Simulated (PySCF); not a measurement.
C₆H₁₄OSi (SMILES COC[C@H]1CC[SiH2]C1)

```yaml
atoms:
  - { symbol: C, position_ang: [3.4396, -0.2581, 0.6088] }
  - { symbol: O, position_ang: [2.0929, -0.6295, 0.5059] }
  - { symbol: C, position_ang: [1.3469, 0.2165, -0.3407] }
  - { symbol: C, position_ang: [-0.1063, -0.2487, -0.3542] }
  - { symbol: C, position_ang: [-0.7728, -0.0805, 1.0116] }
  - { symbol: C, position_ang: [-2.2464, -0.4664, 0.8706] }
  - { symbol: Si, position_ang: [-2.7514, 0.2248, -0.8314] }
  - { symbol: C, position_ang: [-0.9486, 0.5155, -1.3799] }
  - { symbol: H, position_ang: [3.9400, -0.2932, -0.3679] }
  - { symbol: H, position_ang: [3.9099, -0.9712, 1.2830] }
  - { symbol: H, position_ang: [3.5453, 0.7557, 1.0174] }
  - { symbol: H, position_ang: [1.4078, 1.2579, 0.0182] }
  - { symbol: H, position_ang: [1.7640, 0.1880, -1.3616] }
  - { symbol: H, position_ang: [-0.1070, -1.3139, -0.6062] }
  - { symbol: H, position_ang: [-0.2616, -0.6851, 1.7613] }
  - { symbol: H, position_ang: [-0.6957, 0.9673, 1.3130] }
  - { symbol: H, position_ang: [-2.3422, -1.5527, 0.8873] }
  - { symbol: H, position_ang: [-2.8289, -0.0862, 1.7077] }
  - { symbol: H, position_ang: [-3.5193, 1.4711, -0.7534] }
  - { symbol: H, position_ang: [-3.4559, -0.7526, -1.6658] }
  - { symbol: H, position_ang: [-0.7251, 0.1845, -2.3923] }
  - { symbol: H, position_ang: [-0.6955, 1.5759, -1.3333] }
```

Geometry: GFN2-xTB.

The calculation used PBE0/pcSseg-1, SCF density, gas phase, non-relativistic (PySCF).

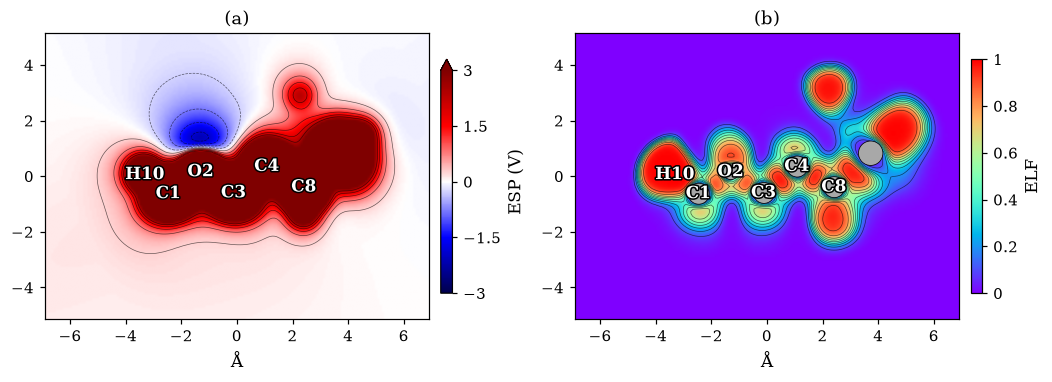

Figure 1. (a) molecular electrostatic potential; (b) ELF on the plane of atoms O2, C1 and H10. Grey discs cover the atomic cores in the ELF map.

Question: What do the fields say about this system?

Answer:
- Atoms in the plane: C, O and H.
- C–O (1.40 Å): the ELF peaks at about 0.90 between the atoms, as expected for a shared but strongly polarised pair.
- C–C (1.53 Å): the ELF peaks at about 0.95 between the atoms, as expected for a covalent bond.
- C–H (1.09 Å): the ELF climbs to about 1 towards the hydrogen, as it does in any bond to H (an ordinary covalent bond to hydrogen).
- The ELF also peaks beside O2, away from the bonds: lone-pair regions.
- Outside the dense part of the molecule the potential is most negative (−2.1 V) near O2.

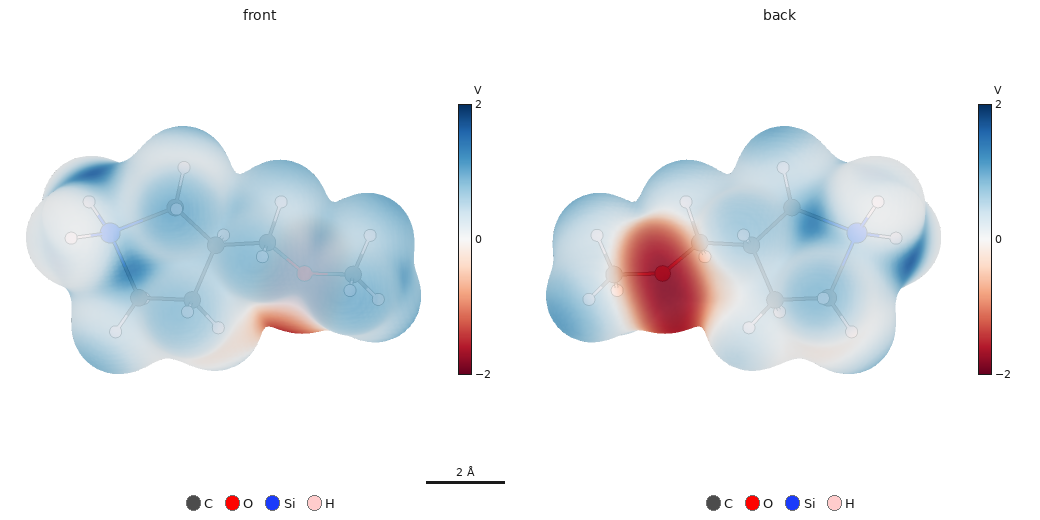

Figure 2. The electrostatic potential painted on the density surface at 0.004 e/bohr³, seen from the front and from behind; red is negative and blue positive.

Question: Which sites attract a positive test charge, and which a negative one?

Answer: A positive charge is drawn to the negative regions and a negative charge to the positive ones. The most negative region (about −1.7 V) lies over O2, the most positive (about +1.5 V) over Si7. O2 is the likeliest acceptor of a hydrogen bond.
